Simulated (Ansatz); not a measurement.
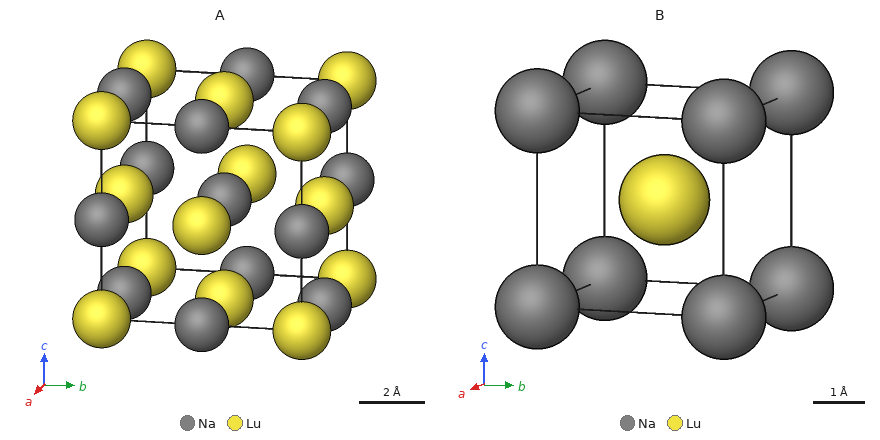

Two structures of NaLu, each relaxed to rest (conventional cells in solid outline, small ones repeated, not to one scale). Method: DFT PBE, scalar-relativistic, plane waves, PAW (Ansatz 0.2.0), without spin polarisation.

### What are A and B?

A: rock salt (NaCl type), Fm-3m. B: caesium chloride (CsCl, B2) type, Pm-3m.

### Which structure is more stable?

B is lower, by 377 meV/atom at this level of theory (energies at zero smearing). Volumes: A 32.1, B 30.6 Å³/atom.

One or both may be structure types tried for this composition rather than known phases.
